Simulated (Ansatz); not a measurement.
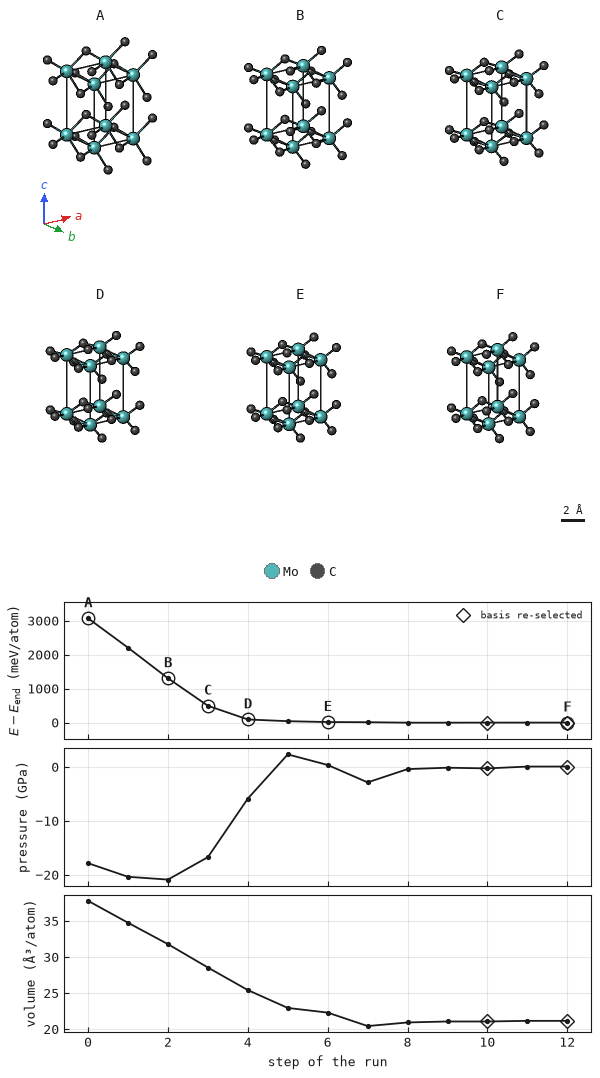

Frames of a relaxation of a crystal of MoC$_{2}$ (a generated structure, set up in P-4m2) (coarse preliminary run), marked on the history of the run. Style: ball-and-stick. Shown: the cell of the calculation, from a free direction.

All numbers below come from DFT PBE, scalar-relativistic, plane waves, PAW (Ansatz 0.2.0). (plane-wave cutoff 420 eV; k-point mesh 4 × 4 × 4; occupations gaussian; smearing width 0.1 eV; no spin polarisation; cell and atoms relaxed; force threshold 0.04 eV/Å; at most 70 steps)

What happens along the run?

The largest moves relative to the cell, 0.45 Å, are those of C atoms. Mo stays in place. Cell: a = b 4.313 → 3.412 Å (−20.9 %), c 6.099 → 5.453 Å (−10.6 %). Volume −44.0 %. Some distances before and after: C–Mo 2.641 → 1.937 Å. Bond angles that change, for instance: C–Mo–C 109.5° → 123.5°, Mo–C–Mo 109.5° → 123.5°, C–Mo–C 109.5° → 103.0°. The space group stays P-4m2 (No. 115). After 10 accepted moves (12 points after the start) the energy has fallen by 3073 meV per atom. Largest force component: 3.7 eV/Å at the start, under 0.0001 eV/Å at the end. The pressure goes from −17.83 to 0.09 GPa. At 2 points the geometry stayed and the basis and grid were re-selected for the new cell (energy shift of 2.3 meV per atom at most each time). From step 0 to 2: C atoms move most (0.37 Å), volume −15.9 %, energy −1766 meV per atom. From step 2 to 3: C atoms move most (0.18 Å), volume −10.2 %, energy −810 meV per atom. From step 3 to 4: C atoms move most (0.12 Å), volume −11.0 %, energy −404 meV per atom. From step 4 to 6: C atoms move most (0.10 Å), volume −12.3 %, energy −75.9 meV per atom. From step 6 to 12: C atoms move most (0.09 Å), volume −5.1 %, energy −16.7 meV per atom.

```
step  E − E(0), meV/atom  largest force component, eV/Å  pressure, GPa  volume, Å³/atom                      note
   0                0.00                         3.6900         -17.83           37.808                          
   1             -865.29                         4.0856         -20.35           34.768                          
   2            -1766.16                         3.7173         -20.87           31.799                          
   3            -2575.97                         2.1998         -16.70           28.560                          
   4            -2979.98                         0.1619          -5.85           25.430                          
   5            -3030.42                         0.7982           2.35           22.954                          
   6            -3055.87                         0.5386           0.38           22.308                          
   7            -3060.95                         0.7252          -2.84           20.439                          
   8            -3074.45                         0.0764          -0.38           20.940                          
   9            -3074.60                         0.0103          -0.12           21.075                          
  10            -3072.29                         0.0098          -0.25           21.075  same geometry, new basis
  11            -3072.48                         0.0000           0.09           21.162                          
  12            -3072.57                         0.0000           0.09           21.162  same geometry, new basis
```
